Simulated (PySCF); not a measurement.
Coordinates of C₄H₈F₃OPSi, SMILES C[C@@H]1[C@H]([SiH3])[P@@]1(=O)C(F)(F)F (Å):

```xyz
18

C     -1.6210    -0.3955     0.1853
C     -0.1748    -0.3119     0.6056
C      0.5681     1.0776     0.6188
Si    -0.2780     2.6804     0.1037
P      1.1011    -0.0846    -0.6255
O      0.9645     0.0340    -2.1037
C      2.6633    -0.9177    -0.0071
F      2.6850    -0.9460     1.3300
F      3.7428    -0.2676    -0.4257
F      2.7281    -2.1692    -0.4480
H     -1.7993     0.1241    -0.7676
H     -2.2783     0.0471     0.9504
H     -1.9172    -1.4452     0.0465
H      0.0895    -0.9453     1.4614
H      1.2410     1.2185     1.4747
H     -0.9689     2.5305    -1.2069
H     -1.2748     3.0765     1.1444
H      0.7742     3.7323     0.0014
```

GIAO shifts, CAM-B3LYP/pcSseg-1 with PySCF 2.14.0, at a PBE0-D3(BJ)/def2-SVP geometry (no frequency check), against TMS for ¹³C, TMS for ²⁹Si and TMS for ¹H computed at the same level. Gas phase, fully decoupled, line heights follow the number of nuclei, widths are arbitrary (no quadrupolar broadening); values of one conformer, averaged over methyl-type rotors and exact or near symmetry.

Q: Which ¹³C signals does it give?

A: 4 signals.


```
δ (ppm)  nuclei  atoms
  130.9       1     C7
   20.3       1     C2
    9.3       1     C1
    8.3       1     C3
```

The order of signals that lie close, as those under 2 ppm apart, is within the error of the method.

Q: How many ²⁹Si lines appear, and where?

A: 1 signal.


| δ (ppm) | nuclei | atoms |
| --- | --- | --- |
| −79.0 | 1 | Si4 |

Q: Predict the ¹H spectrum.

A: 4 signals.


| δ (ppm) | nuclei | atoms |
| --- | --- | --- |
| 4.07 | 3 | H16, H17, H18 |
| 1.71 | 1 | H14 |
| 1.51 | 3 | H11, H12, H13 |
| 1.05 | 1 | H15 |

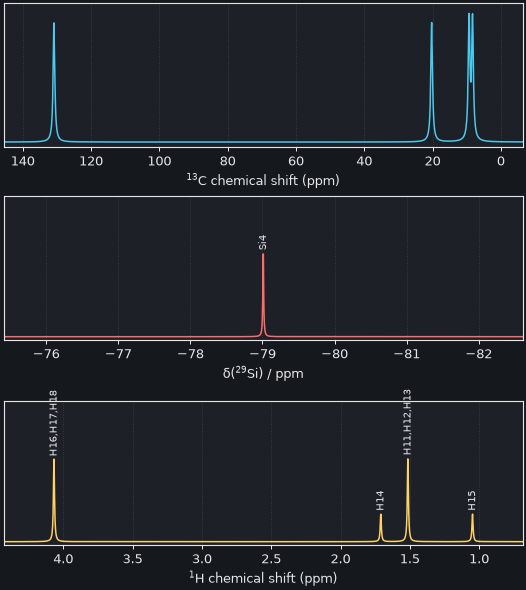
